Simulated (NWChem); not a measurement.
**Run report: Si2H6, single-point calculation (part 2 of 2)**

The same run, continued: Si2H6, SMILES [SiH3][SiH3]; CCSD(T)/6-31G*, RHF (NWChem 7.3.0). The geometry comes from this level: PBE0-D4/def2-TZVP.

**The program's output, continued**
```
 Vector   18  Occ=0.000000D+00  E= 1.409099D-01
              MO Center=  1.2D-02, -7.1D-03, -6.9D-03, r^2= 8.3D+00
   Bfn.  Coefficient  Atom+Function         Bfn.  Coefficient  Atom+Function
  ----- ------------  ---------------      ----- ------------  ---------------
    10      1.369836  1 Si s                 28     -1.369821  2 Si s
    13      1.361608  1 Si pz                31      1.361669  2 Si pz
    12     -0.678059  1 Si py                30     -0.677989  2 Si py
    11      0.479370  1 Si px                29      0.479328  2 Si px
     6      0.176328  1 Si s                 24     -0.176326  2 Si s

 Vector   19  Occ=0.000000D+00  E= 1.418204D-01
              MO Center=  1.3D-02, -6.9D-03, -7.4D-03, r^2= 4.9D+00
   Bfn.  Coefficient  Atom+Function         Bfn.  Coefficient  Atom+Function
  ----- ------------  ---------------      ----- ------------  ---------------
    42      0.693424  5 H  s                 46     -0.692388  7 H  s
    11      0.572801  1 Si px                29      0.574872  2 Si px
    48      0.528544  8 H  s                 38     -0.525883  3 H  s
    13     -0.393195  1 Si pz                31     -0.392729  2 Si pz
    12     -0.387959  1 Si py                30     -0.385582  2 Si py

 Vector   20  Occ=0.000000D+00  E= 1.418245D-01
              MO Center=  9.6D-03, -7.2D-03, -6.5D-03, r^2= 4.9D+00
   Bfn.  Coefficient  Atom+Function         Bfn.  Coefficient  Atom+Function
  ----- ------------  ---------------      ----- ------------  ---------------
    40      0.704058  4 H  s                 44     -0.704879  6 H  s
    12      0.607167  1 Si py                30      0.608695  2 Si py
    11      0.498624  1 Si px                29      0.496137  2 Si px
    38     -0.497068  3 H  s                 48      0.494155  8 H  s
    46      0.210676  7 H  s                 42     -0.206952  5 H  s

 Vector   21  Occ=0.000000D+00  E= 2.060237D-01
              MO Center=  1.1D-02, -7.1D-03, -7.0D-03, r^2= 7.4D+00
   Bfn.  Coefficient  Atom+Function         Bfn.  Coefficient  Atom+Function
  ----- ------------  ---------------      ----- ------------  ---------------
    10      0.849399  1 Si s                 28      0.849396  2 Si s
    13     -0.787086  1 Si pz                31      0.787062  2 Si pz
    38     -0.547239  3 H  s                 40     -0.546516  4 H  s
    42     -0.546424  5 H  s                 44     -0.546475  6 H  s
    46     -0.546395  7 H  s                 48     -0.547227  8 H  s

 Vector   22  Occ=0.000000D+00  E= 2.071871D-01
              MO Center=  1.4D-02, -8.6D-03, -8.7D-03, r^2= 7.2D+00
   Bfn.  Coefficient  Atom+Function         Bfn.  Coefficient  Atom+Function
  ----- ------------  ---------------      ----- ------------  ---------------
    11      1.526755  1 Si px                29     -1.527483  2 Si px
    38     -0.909476  3 H  s                 48     -0.911306  8 H  s
    42      0.835525  5 H  s                 46      0.833079  7 H  s
    13     -0.739911  1 Si pz                31      0.739155  2 Si pz
    12     -0.404986  1 Si py                30      0.403405  2 Si py

 Vector   23  Occ=0.000000D+00  E= 2.071955D-01
              MO Center=  8.9D-03, -5.6D-03, -5.2D-03, r^2= 7.2D+00
   Bfn.  Coefficient  Atom+Function         Bfn.  Coefficient  Atom+Function
  ----- ------------  ---------------      ----- ------------  ---------------
    12      1.525791  1 Si py                30     -1.526299  2 Si py
    40      1.007547  4 H  s                 44      1.007385  6 H  s
    11      0.660324  1 Si px                29     -0.658945  2 Si px
    46     -0.571502  7 H  s                 42     -0.568328  5 H  s
    13      0.527757  1 Si pz                31     -0.528286  2 Si pz

 Vector   24  Occ=0.000000D+00  E= 2.864345D-01
              MO Center=  1.2D-02, -7.1D-03, -7.1D-03, r^2= 6.0D+00
   Bfn.  Coefficient  Atom+Function         Bfn.  Coefficient  Atom+Function
  ----- ------------  ---------------      ----- ------------  ---------------
    10      1.034284  1 Si s                 28     -1.034573  2 Si s
    38     -0.758665  3 H  s                 40     -0.758703  4 H  s
    42     -0.758592  5 H  s                 44      0.758671  6 H  s
    46      0.758729  7 H  s                 48      0.758695  8 H  s
     6      0.693550  1 Si s                 24     -0.693366  2 Si s

 Vector   25  Occ=0.000000D+00  E= 3.021347D-01
              MO Center=  1.2D-02, -7.1D-03, -6.8D-03, r^2= 7.6D+00
   Bfn.  Coefficient  Atom+Function         Bfn.  Coefficient  Atom+Function
  ----- ------------  ---------------      ----- ------------  ---------------
    10      1.363792  1 Si s                 28      1.363720  2 Si s
     6     -1.144053  1 Si s                 24     -1.144225  2 Si s
    13     -0.384450  1 Si pz                31      0.384361  2 Si pz
     9      0.272880  1 Si pz                27     -0.272936  2 Si pz
    12      0.191676  1 Si py                30     -0.191653  2 Si py

 Vector   26  Occ=0.000000D+00  E= 3.748580D-01
              MO Center=  1.1D-02, -7.8D-03, -7.2D-03, r^2= 5.6D+00
   Bfn.  Coefficient  Atom+Function         Bfn.  Coefficient  Atom+Function
  ----- ------------  ---------------      ----- ------------  ---------------
     8      0.789414  1 Si py                26      0.789407  2 Si py
    12     -0.492653  1 Si py                30     -0.492541  2 Si py
     9      0.444773  1 Si pz                27      0.444680  2 Si pz
    13     -0.277412  1 Si pz                31     -0.277480  2 Si pz
    42     -0.216046  5 H  s                 46      0.216258  7 H  s

 Vector   27  Occ=0.000000D+00  E= 3.748582D-01
              MO Center=  1.2D-02, -6.4D-03, -6.7D-03, r^2= 5.6D+00
   Bfn.  Coefficient  Atom+Function         Bfn.  Coefficient  Atom+Function
  ----- ------------  ---------------      ----- ------------  ---------------
     7      0.862939  1 Si px                25      0.862901  2 Si px
    11     -0.538532  1 Si px                29     -0.538344  2 Si px
     8      0.257953  1 Si py                26      0.258103  2 Si py
    38     -0.232475  3 H  s                 48      0.232441  8 H  s
     3     -0.189449  1 Si px                21     -0.189441  2 Si px

 Vector   28  Occ=0.000000D+00  E= 4.156956D-01
              MO Center=  1.0D-02, -7.1D-03, -6.6D-03, r^2= 6.0D+00
   Bfn.  Coefficient  Atom+Function         Bfn.  Coefficient  Atom+Function
  ----- ------------  ---------------      ----- ------------  ---------------
     7      0.696237  1 Si px                25     -0.696301  2 Si px
    11     -0.524300  1 Si px                29      0.524371  2 Si px
     9     -0.480434  1 Si pz                27      0.480727  2 Si pz
     8     -0.472021  1 Si py                26      0.471649  2 Si py
    13      0.361957  1 Si pz                31     -0.361927  2 Si pz

 Vector   29  Occ=0.000000D+00  E= 4.156967D-01
              MO Center=  1.2D-02, -7.0D-03, -7.2D-03, r^2= 6.0D+00
   Bfn.  Coefficient  Atom+Function         Bfn.  Coefficient  Atom+Function
  ----- ------------  ---------------      ----- ------------  ---------------
     8      0.738929  1 Si py                26     -0.739045  2 Si py
     7      0.607162  1 Si px                25     -0.607015  2 Si px
    12     -0.556413  1 Si py                30      0.556432  2 Si py
    11     -0.457186  1 Si px                29      0.457091  2 Si px
    40      0.302117  4 H  s                 44      0.302344  6 H  s

 Vector   30  Occ=0.000000D+00  E= 4.248758D-01
              MO Center=  1.2D-02, -7.2D-03, -7.1D-03, r^2= 6.3D+00
   Bfn.  Coefficient  Atom+Function         Bfn.  Coefficient  Atom+Function
  ----- ------------  ---------------      ----- ------------  ---------------
    10      2.717481  1 Si s                 28     -2.717607  2 Si s
     6     -0.710245  1 Si s                 24      0.710243  2 Si s
     9      0.666686  1 Si pz                27      0.666335  2 Si pz
    38     -0.519324  3 H  s                 40     -0.519308  4 H  s
    42     -0.519377  5 H  s                 44      0.519418  6 H  s

 Vector   31  Occ=0.000000D+00  E= 4.322387D-01
              MO Center=  1.2D-02, -7.1D-03, -6.9D-03, r^2= 5.2D+00
   Bfn.  Coefficient  Atom+Function         Bfn.  Coefficient  Atom+Function
  ----- ------------  ---------------      ----- ------------  ---------------
    10      1.578422  1 Si s                 28      1.578207  2 Si s
    38     -0.708525  3 H  s                 40     -0.708542  4 H  s
    42     -0.708522  5 H  s                 44     -0.708576  6 H  s
    46     -0.708421  7 H  s                 48     -0.708562  8 H  s
     9     -0.663403  1 Si pz                27      0.663580  2 Si pz

 Vector   32  Occ=0.000000D+00  E= 5.800110D-01
              MO Center=  1.2D-02, -7.2D-03, -7.0D-03, r^2= 5.8D+00
   Bfn.  Coefficient  Atom+Function         Bfn.  Coefficient  Atom+Function
  ----- ------------  ---------------      ----- ------------  ---------------
    10      6.313560  1 Si s                 28     -6.313574  2 Si s
    13      2.050056  1 Si pz                31      2.050184  2 Si pz
     6     -1.607155  1 Si s                 24      1.607127  2 Si s
    12     -1.021670  1 Si py                30     -1.021507  2 Si py
    38     -0.823719  3 H  s                 40     -0.823724  4 H  s

 center of mass
 --------------
 x =   0.02173492 y =  -0.01342013 z =  -0.01313667

 moments of inertia (a.u.)
 ------------------
         327.079108118510          40.133733856957         -80.537060743604
          40.133733856957         298.785500561808         113.782559230965
         -80.537060743604         113.782559230965         127.156581512357

  Mulliken analysis of the total density
  --------------------------------------

    Atom       Charge   Shell Charges
 -----------   ------   -------------------------------------------------------
    1 Si  14    13.61   2.00  2.00  5.98  0.94  1.92  0.29  0.33  0.16
    2 Si  14    13.61   2.00  2.00  5.98  0.94  1.92  0.29  0.33  0.16
    3 H    1     1.13   0.50  0.63
    4 H    1     1.13   0.50  0.63
    5 H    1     1.13   0.50  0.63
    6 H    1     1.13   0.50  0.63
    7 H    1     1.13   0.50  0.63
    8 H    1     1.13   0.50  0.63

       Multipole analysis of the density wrt the origin
       ------------------------------------------------

     L   x y z        total         open         nuclear
     -   - - -        -----         ----         -------
     0   0 0 0     -0.000000      0.000000     34.000000

     1   1 0 0     -0.000060      0.000000      0.739072
     1   0 1 0      0.000064      0.000000     -0.456369
     1   0 0 1      0.000070      0.000000     -0.446731

     2   2 0 0    -23.714827      0.000000     36.887260
     2   1 1 0      0.131301      0.000000    -22.629288
     2   1 0 1     -0.263110      0.000000     45.380640
     2   0 2 0    -23.807570      0.000000     52.823961
     2   0 1 1      0.372175      0.000000    -64.121842
     2   0 0 2    -24.368268      0.000000    149.552726

                   Four-Index Transformation
                   -------------------------
          Number of basis functions:             48
          Number of shells:                      28
          Number of occupied orbitals:           17
          Number of occ. correlated orbitals:     7
          Block length:                          16
          Superscript MO index range:     11 -   17
          Subscript MO index range:       11 -   48
          MO coefficients read from:  ./h6si2.movecs
          Number of operator matrices in core:   56
          Half-transformed integrals produced

     Pass:    1     Index range:   11  -   17     Time:      0.88
 ------------------------------------------
 MP2 Energy (coupled cluster initial guess)
 ------------------------------------------
 Reference energy:           -581.302567644015653
 MP2 Corr. energy:             -0.159015023489516
 Total MP2 energy:           -581.461582667505127

 ****************************************************************************
              the segmented parallel ccsd program:    1 nodes
 ****************************************************************************

 level of theory    ccsd(t)
 number of core        10
 number of occupied     7
 number of virtual     31
 number of deleted      0
 total functions       48
 number of shells      28
 basis label          566

   ***** ccsd parameters *****
   iprt   =     0
   convi  =  0.100E-05
   maxit  =    60
   mxvec  =     5
 memory            144171436
  Using  1 OpenMP thread(s) in CCSD
  Failed reading restart vector from ./h6si2.t2
  Using MP2 initial guess vector

 iter     correlation     delta       rms       T2     Non-T2      Main
             energy      energy      error      ampl     ampl      Block
                                                time     time      time
   1     -0.1894547383 -1.895D-01  1.543D-01     1.25     0.00     1.23
   2     -0.1979784367 -8.524D-03  6.490D-02     1.21     0.00     1.20
   3     -0.2022012944 -4.223D-03  1.112D-02     1.20     0.00     1.18
   4     -0.2025662283 -3.649D-04  1.393D-03     1.20     0.00     1.18
   5     -0.2026095619 -4.333D-05  1.547D-03     1.20     0.00     1.18
   6     -0.2025913218  1.824D-05  2.376D-04     1.20     0.00     1.18
   7     -0.2025906794  6.424D-07  2.966D-05     1.19     0.00     1.17
   8     -0.2025901946  4.847D-07  1.932D-05     1.19     0.00     1.17
   9     -0.2025905141 -3.195D-07  4.812D-06     1.19     0.00     1.17
  10     -0.2025906458 -1.317D-07  1.064D-06     1.19     0.00     1.17
  11     -0.2025906813 -3.555D-08  1.465D-07     1.19     0.00     1.17
                  *************converged*************

 -----------
 CCSD Energy
 -----------
 Reference energy:            -581.302567644015653
 CCSD corr. energy:             -0.202590681320439
 Total CCSD energy:           -581.505158325336083

 --------------------------------
 Spin Component Scaled (SCS) CCSD
 --------------------------------
 Same spin contribution:                 -0.025969399100773
 Same spin scaling factor:                1.130000000000000
 Opposite spin contribution:             -0.176621282219666
 Opposite spin scaling fact.:             1.270000000000000
 SCS-CCSD correlation energy:            -0.253654449402849
 Total SCS-CCSD energy:                -581.556222093418455
 memory            144171436

*********triples calculation*********

nkpass=    1; nvpass=    1; memdrv=          43369; memtrn=         514457; memavail=      144171204
 memory available/node                      144171204
 total number of virtual orbitals        31
 number of virtuals per integral pass    31
 number of integral evaluations           1
 number of occupied per triples pass      7
 number of triples passes                 1

 commencing integral evaluation        1 at          14.12
  symmetry use  F
 commencing triples evaluation - blocking       1
 Time for integral evaluation pass     1        1.10
 Time for triples evaluation pass      1        0.26

 pseudo-e(mp4)  -0.50704701648951E-02
 pseudo-e(mp5)   0.18287740999648E-03
        e(t)    -0.48875927548986E-02

 --------------
 CCSD(T) Energy
 --------------
 Reference energy:                    -581.302567644015653

 CCSD corr. energy:                     -0.202590681320439
 T(CCSD) corr. energy:                  -0.005070470164895
 Total CCSD+T(CCSD) energy:           -581.510228795501007

 CCSD corr. energy:                     -0.202590681320439
 (T) corr. energy:                      -0.004887592754899
 Total CCSD(T) energy:                -581.510045918091009

 routine      calls  cpu(0)   cpu-min  cpu-ave  cpu-max   i/o
 aoccsd          1     0.00     0.00     0.00     0.00    0.00
 iterdrv         1     0.01     0.01     0.01     0.01    0.00
 pampt          11     0.02     0.02     0.02     0.02    0.00
 t2pm           11     0.04     0.04     0.04     0.04    0.00
 sxy            11     0.18     0.18     0.18     0.18    0.00
 ints      1793396    11.73    11.73    11.73    11.73    0.00
 t2eri        4466     0.57     0.57     0.57     0.57    0.00
 idx2         4466     0.22     0.22     0.22     0.22    0.00
 idx34          11     0.02     0.02     0.02     0.02    0.00
 ht2pm          11     0.05     0.05     0.05     0.05    0.00
 itm            11     0.11     0.11     0.11     0.11    0.00
 pdiis          11     0.01     0.01     0.01     0.01    0.00
 triples         1     0.00     0.00     0.00     0.00    0.00
 rdtrpo          1     0.00     0.00     0.00     0.00    0.00
 trpmos          1     1.10     1.10     1.10     1.10    0.00
 trpdrv          1     0.03     0.03     0.03     0.03    0.00
 dovvv       12152     0.12     0.12     0.12     0.12    0.00
 doooo       12152     0.04     0.04     0.04     0.04    0.00
 tengy       10633     0.06     0.06     0.06     0.06    0.00
 Total                14.29    14.29    14.29    14.29    0.00

 Task  times  cpu:       19.4s     wall:       19.4s
 Total times  cpu:       19.5s     wall:       19.5s
```

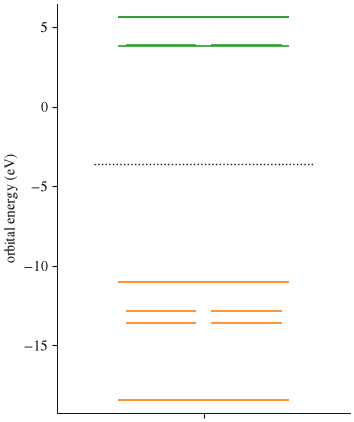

Fig. 1: Orbital energies near the frontier (SCF reference); the dotted line parts filled from empty levels, and levels within 0.02 eV of each other stand side by side. Highest filled −11.01 eV, lowest empty 3.83 eV, 14.84 eV apart.

This output came from the following input.

**Input file**
```
start h6si2
title "H6Si2 energy"
memory stack 880 mb heap 220 mb global 1100 mb

geometry units angstroms noautosym nocenter noautoz
Si      -0.340500       0.490200      -1.004900
Si       0.363500      -0.504400       0.991000
H        0.833900       0.948200      -1.794900
H       -1.112900      -0.483900      -1.821900
H       -1.208000       1.664100      -0.717900
H        1.139000       0.468600       1.806300
H        1.228100      -1.680500       0.704000
H       -0.811000      -0.959200       1.782600
end

basis spherical bse
* library 6-31G*
end

scf
thresh 1e-08
maxiter 80
end

ccsd
freeze core 10
maxiter 60
end

task ccsd(t) energy
```

Launch command:
```bash
nwchem h6si2.nw > h6si2.out
```

**Results in brief**

```json
{"quantity": "outcome", "value": "converged"}
{"quantity": "total energy", "value": "−581.510046 hartree"}
{"quantity": "SCF energy", "value": "−581.302568 hartree"}
{"quantity": "MP2 energy", "value": "−581.461583 hartree"}
{"quantity": "CCSD energy", "value": "−581.505158 hartree"}
{"quantity": "correlation energy", "value": "−0.207478 hartree"}
{"quantity": "(T) correction", "value": "−0.004888 hartree"}
{"quantity": "basis functions", "value": "48"}
{"quantity": "HOMO of the SCF reference", "value": "−11.01 eV"}
{"quantity": "LUMO of the SCF reference", "value": "3.83 eV"}
{"quantity": "hardware", "value": "1 thread of AMD EPYC (Zen 3), 16 GiB of memory available, shared host"}
{"quantity": "wall time", "value": "20 s"}
{"quantity": "peak memory", "value": "0.1 GiB"}
```
